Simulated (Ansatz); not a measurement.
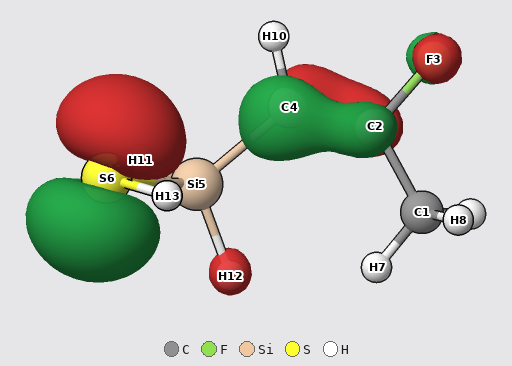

Figure. C3H7FSSi. The HOMO at ±0.15 Å⁻³ᐟ² (green and red are the two phases), seen across its widest extent.

These are results of RKS r2SCAN-D4/6-31G* (Ansatz 0.2.0), not measurements.

Input file:

```
crystal:
  periodic: [false, false, false]
  atoms:
    - { symbol: C, position_ang: [-0.6317, 1.3726, 0.8191] }
    - { symbol: C, position_ang: [0.1673, 0.2641, 1.2442] }
    - { symbol: F, position_ang: [0.6861, 0.3715, 2.4667] }
    - { symbol: C, position_ang: [0.5362, -0.8419, 0.5644] }
    - { symbol: Si, position_ang: [-0.0545, -1.397, -1.1066] }
    - { symbol: S, position_ang: [1.2555, -0.461, -2.5125] }
    - { symbol: H, position_ang: [-1.0534, 1.3103, -0.1992] }
    - { symbol: H, position_ang: [-0.0526, 2.3566, 0.8294] }
    - { symbol: H, position_ang: [-1.5203, 1.5486, 1.5366] }
    - { symbol: H, position_ang: [1.1079, -1.5756, 1.0804] }
    - { symbol: H, position_ang: [0.0288, -2.8627, -1.1926] }
    - { symbol: H, position_ang: [-1.4219, -0.9355, -1.3581] }
    - { symbol: H, position_ang: [0.973, 0.8153, -2.157] }
basis:
  gaussian: { orbitals: "6-31G*" }
hamiltonian:
  xc: r2scan
  dispersion: d4
relax:
  f_tol: 0.02
  max_steps: 50
output:
  orbitals: {}
```

Run with:

```sh
ansatz run input.yaml --threads 2 --pin off --max-ram 3072MiB --backend cpu --events-out ev --progress --plain --runs-dir out
```

The fields are those of the run's last geometry, not of the input's.

Describe this orbital and give its energy.

Answer. It lies mainly on S6 (about 60 %), C4 (about 10 %) and C2 (about 10 %). Its energy is −6.25 eV.
